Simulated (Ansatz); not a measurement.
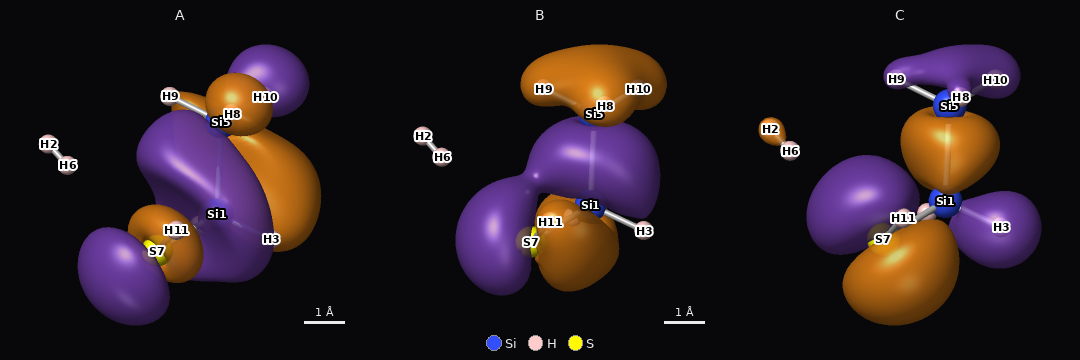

*H6SSi2···H2. Three frontier orbitals at ±0.06 Å⁻³ᐟ² (orange and purple are the two phases), in no order.*

The product side of a reaction path; geometry: PBE0-D4/def2-TZVP.

These are results of Ansatz, RKS PBE0-D4/def2-TZVPP, not measurements.

Input

```
crystal:
  periodic: [false, false, false]
  atoms:
    - {symbol: Si, position_ang: [-0.554755, 0.856737, -0.973830]}
    - {symbol: H, position_ang: [-0.624042, -3.247425, 1.064459]}
    - {symbol: H, position_ang: [-0.266922, 2.085358, -1.763653]}
    - {symbol: H, position_ang: [-2.028086, 0.689662, -0.883277]}
    - {symbol: Si, position_ang: [0.429295, 0.987752, 1.142993]}
    - {symbol: H, position_ang: [-0.460148, -2.852998, 0.451234]}
    - {symbol: S, position_ang: [0.114472, -0.905644, -2.001082]}
    - {symbol: H, position_ang: [1.909186, 0.952543, 0.984232]}
    - {symbol: H, position_ang: [0.005900, -0.168273, 1.974346]}
    - {symbol: H, position_ang: [0.053070, 2.253821, 1.829088]}
    - {symbol: H, position_ang: [1.422234, -0.651634, -1.824313]}
basis:
  gaussian: {orbitals: def2-TZVPP}
hamiltonian: {xc: pbe0, dispersion: d4}
output: {orbitals: {seedname: orbitals}}
```

Launched as:

```sh
ansatz run in.yaml --threads 4 --pin off --events-out ev --progress --plain --max-ram 9574MiB
```

### Which picture is the HOMO−1, the HOMO and the LUMO?

B is the HOMO−1 (−8.70 eV). By Hirshfeld shares it lies mainly on S7 (about 35 %), Si1 (about 25 %) and Si5 (about 25 %). C is the HOMO (−7.36 eV). It lies mainly on S7 (about 65 %), Si1 (about 10 %) and Si5 (about 10 %). A is the LUMO (−0.41 eV). By Hirshfeld shares it lies mainly on Si1 (about 35 %), Si5 (about 20 %) and S7 (about 20 %).

### What is the HOMO–LUMO gap?

6.95 eV between the orbital energies.
